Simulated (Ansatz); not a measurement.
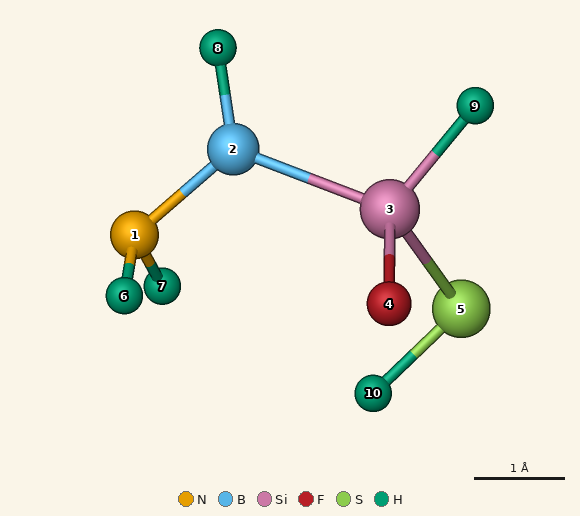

BSiNH₅SF, before the relaxation. Style: ball-and-stick. Shown at a tilt.

The run prepares an end point of a later path (hydrogen shift) calculation, from a guessed geometry.

All numbers below come from RKS CAM-B3LYP-D4/def2-SVP in Ansatz.

The input:
```yaml
crystal:
  periodic: [false, false, false]
  atoms:
    - { symbol: "N", position_ang: [-1.359, -0.59, -1.049] }
    - { symbol: B, position_ang: [-0.8462, -0.7354, 0.3383] }
    - { symbol: Si, position_ang: [0.8752, -0.0243, 0.7881] }
    - { symbol: F, position_ang: [2.1496, -0.7069, -0.2024] }
    - { symbol: S, position_ang: [0.9181, 2.098, 0.5271] }
    - { symbol: H, position_ang: [-0.7166, -0.9353, -1.732] }
    - { symbol: H, position_ang: [-1.4228, 0.4846, -1.2398] }
    - { symbol: H, position_ang: [-1.4292, -1.3026, 1.1441] }
    - { symbol: H, position_ang: [1.2125, -0.3338, 2.2462] }
    - { symbol: H, position_ang: [0.7014, 1.9945, -0.8177] }
basis:
  gaussian: { orbitals: def2-SVP }
hamiltonian:
  xc: cam_b3lyp
  dispersion: d4
relax:
  f_tol: 0.02
  max_steps: 50
```

Run as
```bash
ansatz run input.yaml --threads 2 --pin off --max-ram 3072MiB --backend cpu --events-out ev --progress --plain --runs-dir out
```

Question: What does the optimiser find from here?

Answer: After 19 geometry steps the energy has fallen by 208.2 kJ/mol. Largest force component: 3.8 eV/Å at the start, 0.018 eV/Å at the end. The atom that moves furthest after the best rigid fit is H7 (1.70 Å). By element the largest moves are H 1.70 Å, S 0.68 Å, F 0.49 Å, B 0.44 Å, N 0.38 Å, Si 0.14 Å. Some distances before and after: Si3–F4 1.752 → 1.643 Å, N1–B2 1.486 → 1.383 Å, B2–Si3 1.916 → 2.005 Å, N1–H7 1.093 → 1.014 Å. Among the angles between lasting bonds that change: B2–N1–H7 106.2° → 123.9°, B2–N1–H6 112.5° → 122.0°, H6–N1–H7 104.9° → 114.1°. Groups turn about B2–Si3 by about 55°, Si3–S5 by about 20°.

Final geometry:

```xyz
10

N    -1.1181   -0.8788   -1.0444
B    -0.9327   -0.3231    0.2083
Si    0.9782    0.0188    0.7095
F     1.8285   -0.5988   -0.5531
S     1.4317    2.0943    0.9681
H    -0.3370   -1.1254   -1.6450
H    -2.0277   -1.0883   -1.4409
H    -1.8896   -0.0555    0.8917
H     1.5199   -0.6162    1.9380
H     0.6297    2.5220   -0.0294
```

The end point in the same view:

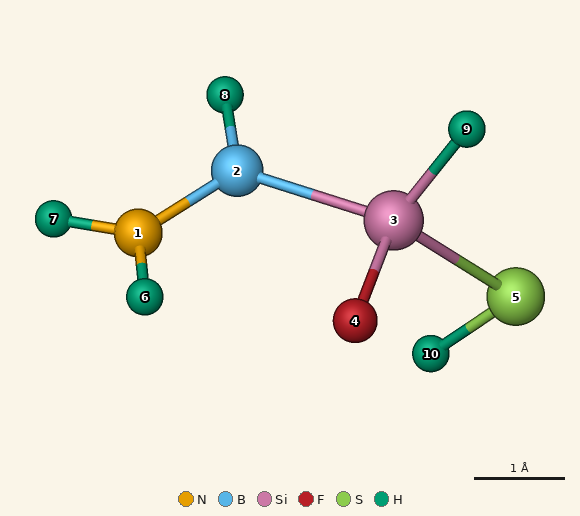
